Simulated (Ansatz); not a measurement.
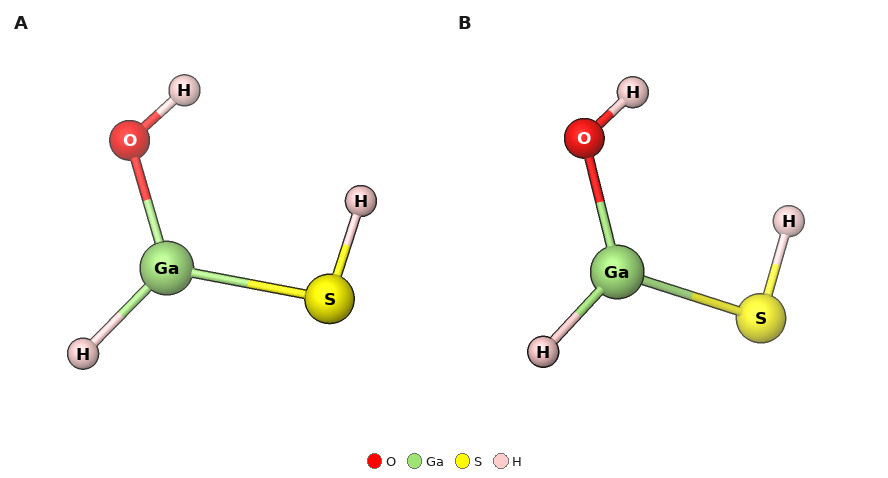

Distant atoms are faded towards the background colour. Computed geometry: PBE0-D4/def2-TZVP optimisation. No frequency run is at hand to confirm it as a minimum.

### Can A be turned into B by a rotation alone?

Yes. They are the same structure, GaH3OS, seen from two directions. With point group Cs it is achiral, so its mirror image would be the same too.
